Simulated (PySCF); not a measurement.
Geometry relaxation of InO (part 2 of 2)

The same run, continued: InO, multiplicity 2; UHF/def2-svpd, optimize (PySCF 2.14.0). Some settings of this run were made unusual or wrong on purpose.

Geometry of the input (Å):
```
In 0.0000  0.0000  0.0000
O  0.0000  0.0000  1.8900
```

The program's output, continued:
```
******** <class 'pyscf.scf.hf.UHF_Scanner'> ********
method = UHF_Scanner
initial guess = minao
damping factor = 0
level_shift factor = 0
DIIS disabled
SCF conv_tol = 1e-09
SCF conv_tol_grad = None
SCF max_cycles = 50
direct_scf = True
direct_scf_tol = 1e-13
number electrons alpha = 15  beta = 14
Set gradient conv threshold to 3.16228e-05
init E= -263.98514916805
  alpha nocc = 15  HOMO = -0.365781607542846  LUMO = 0.0348115145694557
  beta  nocc = 14  HOMO = -0.382845673924945  LUMO = 0.0331194671972137
  HOMO = -0.365781607543  LUMO = 0.0331194671972  gap/eV = 10.85465
cycle= 1 E= -263.976039051632  delta_E= 0.00911  |g|= 0.0222  |ddm|= 0.129
  alpha nocc = 15  HOMO = -0.372534856520613  LUMO = 0.0254886560636173
  beta  nocc = 14  HOMO = -0.390584107268668  LUMO = 0.0243808850830898
  HOMO = -0.372534856521  LUMO = 0.0243808850831  gap/eV = 10.80063
cycle= 2 E= -263.976359541057  delta_E= -0.00032  |g|= 0.0104  |ddm|= 0.0436
  alpha nocc = 15  HOMO = -0.370172570028839  LUMO = 0.0265127534389658
  beta  nocc = 14  HOMO = -0.388705704556091  LUMO = 0.0265127534389643
  HOMO = -0.370172570029  LUMO = 0.026512753439  gap/eV = 10.79436
cycle= 3 E= -263.976436486007  delta_E= -7.69e-05  |g|= 0.00717  |ddm|= 0.0169
  alpha nocc = 15  HOMO = -0.370038121652968  LUMO = 0.0264333767665481
  beta  nocc = 14  HOMO = -0.389127779169928  LUMO = 0.0264333767665306
  HOMO = -0.370038121653  LUMO = 0.0264333767665  gap/eV = 10.78854
cycle= 4 E= -263.976468909438  delta_E= -3.24e-05  |g|= 0.00495  |ddm|= 0.0107
  alpha nocc = 15  HOMO = -0.369574226866561  LUMO = 0.0264983088470864
  beta  nocc = 14  HOMO = -0.388907974129026  LUMO = 0.0264983088470695
  HOMO = -0.369574226867  LUMO = 0.0264983088471  gap/eV = 10.77768
cycle= 5 E= -263.976484899013  delta_E= -1.6e-05  |g|= 0.0036  |ddm|= 0.00769
  alpha nocc = 15  HOMO = -0.369407318443656  LUMO = 0.0265021662806983
  beta  nocc = 14  HOMO = -0.388984865407667  LUMO = 0.026502166280679
  HOMO = -0.369407318444  LUMO = 0.0265021662807  gap/eV = 10.77325
cycle= 6 E= -263.976493179556  delta_E= -8.28e-06  |g|= 0.00255  |ddm|= 0.00547
  alpha nocc = 15  HOMO = -0.369197592335098  LUMO = 0.0265153110379408
  beta  nocc = 14  HOMO = -0.388917029800849  LUMO = 0.0265153110379337
  HOMO = -0.369197592335  LUMO = 0.0265153110379  gap/eV = 10.76790
cycle= 7 E= -263.976497519  delta_E= -4.34e-06  |g|= 0.00184  |ddm|= 0.00395
  alpha nocc = 15  HOMO = -0.369102053088987  LUMO = 0.0265223218709674
  beta  nocc = 14  HOMO = -0.38894715411963  LUMO = 0.0265223218709468
  HOMO = -0.369102053089  LUMO = 0.0265223218709  gap/eV = 10.76549
cycle= 8 E= -263.976499809681  delta_E= -2.29e-06  |g|= 0.00131  |ddm|= 0.00288
  alpha nocc = 15  HOMO = -0.368992975377463  LUMO = 0.026528805675074
  beta  nocc = 14  HOMO = -0.388916741568973  LUMO = 0.0265288056750527
  HOMO = -0.368992975377  LUMO = 0.0265288056751  gap/eV = 10.76270
cycle= 9 E= -263.976501021328  delta_E= -1.21e-06  |g|= 0.000946  |ddm|= 0.00206
  alpha nocc = 15  HOMO = -0.368941323834509  LUMO = 0.02653328806528
  beta  nocc = 14  HOMO = -0.388931452459712  LUMO = 0.0265332880652576
  HOMO = -0.368941323835  LUMO = 0.0265332880653  gap/eV = 10.76141
cycle= 10 E= -263.976501664163  delta_E= -6.43e-07  |g|= 0.000672  |ddm|= 0.00151
  alpha nocc = 15  HOMO = -0.368883590665515  LUMO = 0.0265368798750306
  beta  nocc = 14  HOMO = -0.388916550882142  LUMO = 0.0265368798750255
  HOMO = -0.368883590666  LUMO = 0.026536879875  gap/eV = 10.75994
cycle= 11 E= -263.976502005758  delta_E= -3.42e-07  |g|= 0.000485  |ddm|= 0.00108
  alpha nocc = 15  HOMO = -0.368855667180739  LUMO = 0.0265394041579643
  beta  nocc = 14  HOMO = -0.388923875990205  LUMO = 0.0265394041579574
  HOMO = -0.368855667181  LUMO = 0.026539404158  gap/eV = 10.75925
cycle= 12 E= -263.976502187717  delta_E= -1.82e-07  |g|= 0.000346  |ddm|= 0.000797
  alpha nocc = 15  HOMO = -0.368824982611066  LUMO = 0.0265413471521676
  beta  nocc = 14  HOMO = -0.388916346466292  LUMO = 0.0265413471521549
  HOMO = -0.368824982611  LUMO = 0.0265413471522  gap/eV = 10.75847
cycle= 13 E= -263.976502284827  delta_E= -9.71e-08  |g|= 0.000249  |ddm|= 0.000568
  alpha nocc = 15  HOMO = -0.368809804490763  LUMO = 0.0265427102329483
  beta  nocc = 14  HOMO = -0.388919953979576  LUMO = 0.0265427102329297
  HOMO = -0.368809804491  LUMO = 0.0265427102329  gap/eV = 10.75809
cycle= 14 E= -263.97650233678  delta_E= -5.2e-08  |g|= 0.000178  |ddm|= 0.00042
  alpha nocc = 15  HOMO = -0.368793440915024  LUMO = 0.0265437417482233
  beta  nocc = 14  HOMO = -0.388916080194344  LUMO = 0.0265437417482079
  HOMO = -0.368793440915  LUMO = 0.0265437417482  gap/eV = 10.75767
cycle= 15 E= -263.976502364639  delta_E= -2.79e-08  |g|= 0.000128  |ddm|= 0.0003
  alpha nocc = 15  HOMO = -0.368785148951979  LUMO = 0.0265444651201566
  beta  nocc = 14  HOMO = -0.388917828745804  LUMO = 0.0265444651201374
  HOMO = -0.368785148952  LUMO = 0.0265444651201  gap/eV = 10.75747
cycle= 16 E= -263.976502379616  delta_E= -1.5e-08  |g|= 9.23e-05  |ddm|= 0.000222
  alpha nocc = 15  HOMO = -0.368776392233759  LUMO = 0.0265450079002065
  beta  nocc = 14  HOMO = -0.388915808827629  LUMO = 0.0265450079001856
  HOMO = -0.368776392234  LUMO = 0.0265450079002  gap/eV = 10.75724
cycle= 17 E= -263.976502387688  delta_E= -8.07e-09  |g|= 6.63e-05  |ddm|= 0.000159
  alpha nocc = 15  HOMO = -0.368771843463104  LUMO = 0.0265453888541325
  beta  nocc = 14  HOMO = -0.388916640224997  LUMO = 0.0265453888541221
  HOMO = -0.368771843463  LUMO = 0.0265453888541  gap/eV = 10.75713
cycle= 18 E= -263.976502392052  delta_E= -4.36e-09  |g|= 4.8e-05  |ddm|= 0.000118
  alpha nocc = 15  HOMO = -0.368767141242039  LUMO = 0.0265456733358258
  beta  nocc = 14  HOMO = -0.388915575193073  LUMO = 0.026545673335821
  HOMO = -0.368767141242  LUMO = 0.0265456733358  gap/eV = 10.75701
cycle= 19 E= -263.976502394417  delta_E= -2.37e-09  |g|= 3.44e-05  |ddm|= 8.46e-05
  alpha nocc = 15  HOMO = -0.368764637365537  LUMO = 0.0265458732161471
  beta  nocc = 14  HOMO = -0.388915960949112  LUMO = 0.0265458732161136
  HOMO = -0.368764637366  LUMO = 0.0265458732161  gap/eV = 10.75695
cycle= 20 E= -263.976502395704  delta_E= -1.29e-09  |g|= 2.51e-05  |ddm|= 6.28e-05
  alpha nocc = 15  HOMO = -0.36876210379447  LUMO = 0.0265460220171579
  beta  nocc = 14  HOMO = -0.388915393834732  LUMO = 0.0265460220171364
  HOMO = -0.368762103794  LUMO = 0.0265460220171  gap/eV = 10.75688
cycle= 21 E= -263.976502396407  delta_E= -7.02e-10  |g|= 1.8e-05  |ddm|= 4.52e-05
  alpha nocc = 15  HOMO = -0.368760721490158  LUMO = 0.0265461266578256
  beta  nocc = 14  HOMO = -0.388915566903147  LUMO = 0.026546126657813
  HOMO = -0.36876072149  LUMO = 0.0265461266578  gap/eV = 10.75685
Extra cycle  E= -263.97650239679  delta_E= -3.84e-10  |g|= 1.32e-05  |ddm|= 3.36e-05
converged SCF energy = -263.97650239679  <S^2> = 0.79112985  2S+1 = 2.0407154

******** <class 'pyscf.grad.rhf.Gradients_Scanner'> for <class 'pyscf.scf.hf.UHF_Scanner'> ********
unit = Eh/Bohr
--------------- UHF_Scanner gradients ---------------
         x                y                z
0 In    -0.0000000000     0.0000000000    -0.0009002946
1 O     0.0000000000    -0.0000000000     0.0009002946
----------------------------------------------
cycle 2: E = -263.976502397  dE = -0.0075997  norm(grad) = 0.00127321
Step    1 : Displace = 7.822e-02/7.822e-02 (rms/max) Trust = 1.000e-01 (=) Grad = 9.003e-04/9.003e-04 (rms/max) E (change) = -263.9765023968 (-7.600e-03) Quality = 0.863
Hessian Eigenvalues: 5.00000e-02 5.00000e-02 5.00000e-02 ... 5.00000e-02 5.00000e-02 2.04442e-01

Geometry optimization cycle 3
Cartesian coordinates (Angstrom)
 Atom        New coordinates             dX        dY        dZ
  In   0.000000  -0.000000  -0.077060    0.000000 -0.000000  0.001165
   O  -0.000000   0.000000   1.967060   -0.000000  0.000000 -0.001165
New geometry
   1 In     0.000000000000  -0.000000000000  -0.077059832690 AA    0.000000000000  -0.000000000000  -0.145621978989 Bohr
   2 O     -0.000000000000   0.000000000000   1.967059832689 AA   -0.000000000000   0.000000000000   3.717204354415 Bohr

******** <class 'pyscf.scf.hf.UHF_Scanner'> ********
method = UHF_Scanner
initial guess = minao
damping factor = 0
level_shift factor = 0
DIIS disabled
SCF conv_tol = 1e-09
SCF conv_tol_grad = None
SCF max_cycles = 50
direct_scf = True
direct_scf_tol = 1e-13
number electrons alpha = 15  beta = 14
Set gradient conv threshold to 3.16228e-05
init E= -263.976646849121
  alpha nocc = 15  HOMO = -0.36857079005151  LUMO = 0.0266148302139155
  beta  nocc = 14  HOMO = -0.388750037890504  LUMO = 0.0266148302138817
  HOMO = -0.368570790052  LUMO = 0.0266148302139  gap/eV = 10.75355
cycle= 1 E= -263.976504949485  delta_E= 0.000142  |g|= 0.000197  |ddm|= 0.00165
  alpha nocc = 15  HOMO = -0.368538949655427  LUMO = 0.0266906530621484
  beta  nocc = 14  HOMO = -0.388717282496555  LUMO = 0.0266906530621139
  HOMO = -0.368538949655  LUMO = 0.0266906530621  gap/eV = 10.75475
cycle= 2 E= -263.976504991944  delta_E= -4.25e-08  |g|= 6.82e-05  |ddm|= 0.000484
  alpha nocc = 15  HOMO = -0.368560819526195  LUMO = 0.0266819287990665
  beta  nocc = 14  HOMO = -0.388729886373546  LUMO = 0.0266819287990476
  HOMO = -0.368560819526  LUMO = 0.026681928799  gap/eV = 10.75510
cycle= 3 E= -263.976505000105  delta_E= -8.16e-09  |g|= 3.36e-05  |ddm|= 0.000158
  alpha nocc = 15  HOMO = -0.368563824773762  LUMO = 0.0266823958156682
  beta  nocc = 14  HOMO = -0.388727601061584  LUMO = 0.0266823958156365
  HOMO = -0.368563824774  LUMO = 0.0266823958156  gap/eV = 10.75520
cycle= 4 E= -263.976505003196  delta_E= -3.09e-09  |g|= 2.25e-05  |ddm|= 9.65e-05
  alpha nocc = 15  HOMO = -0.368567785118582  LUMO = 0.0266818521906636
  beta  nocc = 14  HOMO = -0.388728289538468  LUMO = 0.0266818521906224
  HOMO = -0.368567785119  LUMO = 0.0266818521906  gap/eV = 10.75529
cycle= 5 E= -263.976505004678  delta_E= -1.48e-09  |g|= 1.6e-05  |ddm|= 6.51e-05
  alpha nocc = 15  HOMO = -0.368570120045433  LUMO = 0.0266817861202261
  beta  nocc = 14  HOMO = -0.388728200773549  LUMO = 0.0266817861202025
  HOMO = -0.368570120045  LUMO = 0.0266817861202  gap/eV = 10.75535
cycle= 6 E= -263.976505005443  delta_E= -7.65e-10  |g|= 1.17e-05  |ddm|= 4.61e-05
  alpha nocc = 15  HOMO = -0.368571927060941  LUMO = 0.026681656491443
  beta  nocc = 14  HOMO = -0.388728249914229  LUMO = 0.0266816564914384
  HOMO = -0.368571927061  LUMO = 0.0266816564914  gap/eV = 10.75540
Extra cycle  E= -263.976505005847  delta_E= -4.03e-10  |g|= 8.53e-06  |ddm|= 3.34e-05
converged SCF energy = -263.976505005847  <S^2> = 0.79116391  2S+1 = 2.0407488

******** <class 'pyscf.grad.rhf.Gradients_Scanner'> for <class 'pyscf.scf.hf.UHF_Scanner'> ********
unit = Eh/Bohr
--------------- UHF_Scanner gradients ---------------
         x                y                z
0 In    -0.0000000000    -0.0000000000    -0.0002830858
1 O     0.0000000000     0.0000000000     0.0002830858
----------------------------------------------
cycle 3: E = -263.976505006  dE = -2.60906e-06  norm(grad) = 0.000400344
Step    2 : Displace = 1.165e-03/1.165e-03 (rms/max) Trust = 1.414e-01 (+) Grad = 2.831e-04/2.831e-04 (rms/max) E (change) = -263.9765050058 (-2.609e-06) Quality = 1.316
Hessian Eigenvalues: 5.00000e-02 5.00000e-02 5.00000e-02 ... 5.00000e-02 5.00000e-02 1.40158e-01

Geometry optimization cycle 4
Cartesian coordinates (Angstrom)
 Atom        New coordinates             dX        dY        dZ
  In   0.000000  -0.000000  -0.076525    0.000000  0.000000  0.000534
   O  -0.000000   0.000000   1.966525   -0.000000 -0.000000 -0.000534
New geometry
   1 In     0.000000000000  -0.000000000000  -0.076525426563 AA    0.000000000000  -0.000000000000  -0.144612097770 Bohr
   2 O     -0.000000000000   0.000000000000   1.966525426562 AA   -0.000000000000   0.000000000000   3.716194473196 Bohr

******** <class 'pyscf.scf.hf.UHF_Scanner'> ********
method = UHF_Scanner
initial guess = minao
damping factor = 0
level_shift factor = 0
DIIS disabled
SCF conv_tol = 1e-09
SCF conv_tol_grad = None
SCF max_cycles = 50
direct_scf = True
direct_scf_tol = 1e-13
number electrons alpha = 15  beta = 14
Set gradient conv threshold to 3.16228e-05
init E= -263.976569577939
  alpha nocc = 15  HOMO = -0.368487071483212  LUMO = 0.0267127272286003
  beta  nocc = 14  HOMO = -0.388652843084359  LUMO = 0.0267127272285832
  HOMO = -0.368487071483  LUMO = 0.0267127272286  gap/eV = 10.75393
cycle= 1 E= -263.976505280897  delta_E= 6.43e-05  |g|= 9.4e-05  |ddm|= 0.000761
  alpha nocc = 15  HOMO = -0.368473360179966  LUMO = 0.0267477723061802
  beta  nocc = 14  HOMO = -0.388637373906557  LUMO = 0.026747772306179
  HOMO = -0.36847336018  LUMO = 0.0267477723062  gap/eV = 10.75451
cycle= 2 E= -263.976505291444  delta_E= -1.05e-08  |g|= 3.49e-05  |ddm|= 0.00023
  alpha nocc = 15  HOMO = -0.368484525131279  LUMO = 0.0267436621691493
  beta  nocc = 14  HOMO = -0.388643332248609  LUMO = 0.026743662169125
  HOMO = -0.368484525131  LUMO = 0.0267436621691  gap/eV = 10.75471
cycle= 3 E= -263.976505294001  delta_E= -2.56e-09  |g|= 1.96e-05  |ddm|= 8.68e-05
  alpha nocc = 15  HOMO = -0.368486604651892  LUMO = 0.0267438282182301
  beta  nocc = 14  HOMO = -0.388642251553666  LUMO = 0.0267438282181943
  HOMO = -0.368486604652  LUMO = 0.0267438282182  gap/eV = 10.75477
cycle= 4 E= -263.976505295098  delta_E= -1.1e-09  |g|= 1.35e-05  |ddm|= 5.63e-05
  alpha nocc = 15  HOMO = -0.368489004881155  LUMO = 0.0267435374036883
  beta  nocc = 14  HOMO = -0.388642631738828  LUMO = 0.0267435374036834
  HOMO = -0.368489004881  LUMO = 0.0267435374037  gap/eV = 10.75483
cycle= 5 E= -263.976505295649  delta_E= -5.52e-10  |g|= 9.82e-06  |ddm|= 3.93e-05
  alpha nocc = 15  HOMO = -0.36849046112301  LUMO = 0.0267434788611865
  beta  nocc = 14  HOMO = -0.388642582633689  LUMO = 0.0267434788611616
  HOMO = -0.368490461123  LUMO = 0.0267434788612  gap/eV = 10.75486
Extra cycle  E= -263.97650529594  delta_E= -2.9e-10  |g|= 7.18e-06  |ddm|= 2.83e-05
converged SCF energy = -263.97650529594  <S^2> = 0.79120089  2S+1 = 2.040785

******** <class 'pyscf.grad.rhf.Gradients_Scanner'> for <class 'pyscf.scf.hf.UHF_Scanner'> ********
unit = Eh/Bohr
--------------- UHF_Scanner gradients ---------------
         x                y                z
0 In    -0.0000000000     0.0000000000     0.0000002284
1 O     0.0000000000    -0.0000000000    -0.0000002284
----------------------------------------------
cycle 4: E = -263.976505296  dE = -2.90093e-07  norm(grad) = 3.22979e-07
```

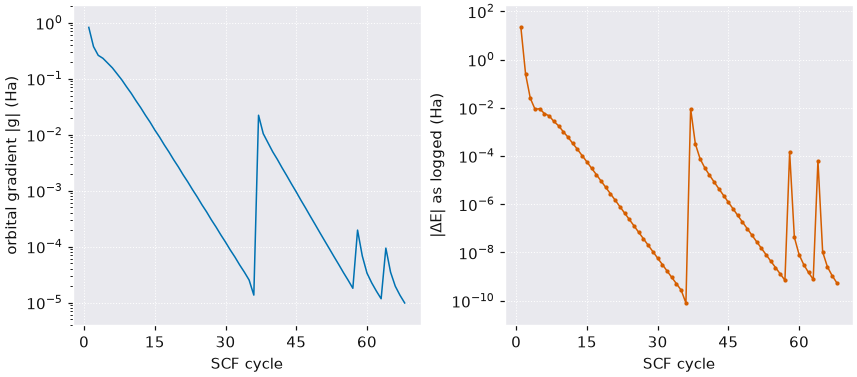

*Convergence of the self-consistent field: orbital gradient |g| and size of the energy change against the SCF cycle.*

All cycles printed in the log are drawn one after another.

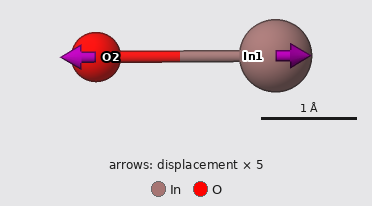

*The starting structure with the displacements as pink arrows, magnified 5 times (ball-and-stick view, seen at a tilt). The two geometries are laid on each other by the best rigid fit.*

The largest moves after the best rigid fit, 0.077 Å, are those of In1 and O2. By element the largest moves are In 0.077 Å, O 0.077 Å. Among the contacts that change: In1–O2 1.890 → 2.043 Å. (Atoms are counted from 1 in the order of the input.)

```
Step    3 : Displace = 5.344e-04/5.344e-04 (rms/max) Trust = 2.000e-01 (+) Grad = 2.284e-07/2.284e-07 (rms/max) E (change) = -263.9765052959 (-2.901e-07) Quality = 1.015
Hessian Eigenvalues: 5.00000e-02 5.00000e-02 5.00000e-02 ... 5.00000e-02 5.00000e-02 1.40158e-01
Converged! =D

    #| If this code has benefited your research, please support us by citing: |#
    #| Wang, L.-P.; Song, C.C. (2016) "Geometry optimization made simple with |#
    #| translation and rotation coordinates", J. Chem, Phys. 144, 214108.     |#
    #|                                     |#
optimised geometry (angstrom)
In          0.00000000       -0.00000000       -0.07652543
O          -0.00000000        0.00000000        1.96652543
orbital energies (hartree): [array([-0.4819, -0.4819, -0.3572,  0.0313,  0.0313,  0.0594]), array([-0.427 , -0.427 , -0.3768,  0.0251,  0.0356,  0.0356])]
```
